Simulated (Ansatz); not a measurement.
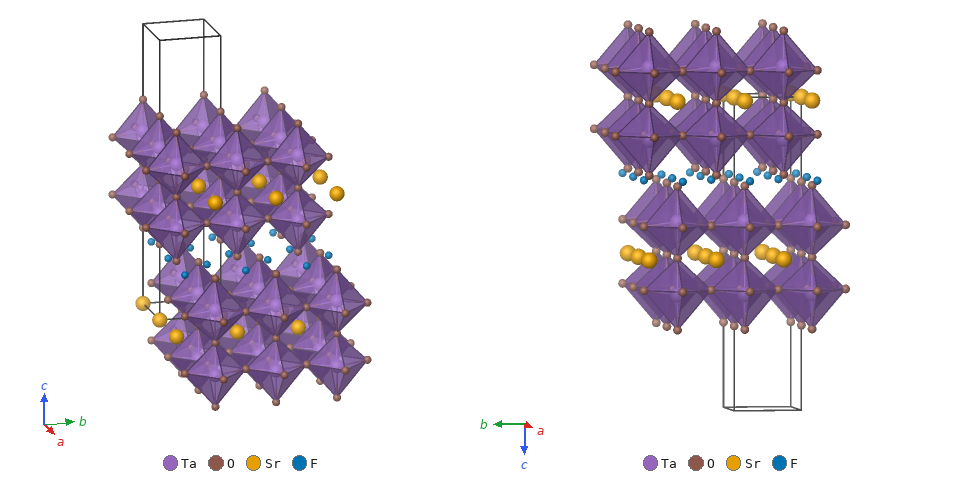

Polyhedra are drawn about Ta (bonds: O–Ta below 2.4 Å); other atoms are plain spheres. Two views of the same piece.

System SrTa₂O₇F₂ (space group I4/mmm, No. 139); source of the atomic positions: the end point of a relaxation (final pressure about 2.4 GPa) with Ansatz 0.2.0, DFT, PAW plane waves, r2scan; the starting structure was generated, so it need not be a known form of this composition.

Question: What figure surrounds each Ta atom, and what does it share with the other drawn polyhedra?

Answer: Ta: TaO6 octahedron, sharing corners with five neighbours.

Question: How do these polyhedra hang together as a whole?

Answer: They form layers of corner-sharing octahedra parallel to (001). Their corner atoms also have Sr as close neighbours (those links are not drawn).

Question: How far apart are the centres of linked polyhedra?

Answer: Centre to centre across a shared corner: 3.92 to 4.21 Å.
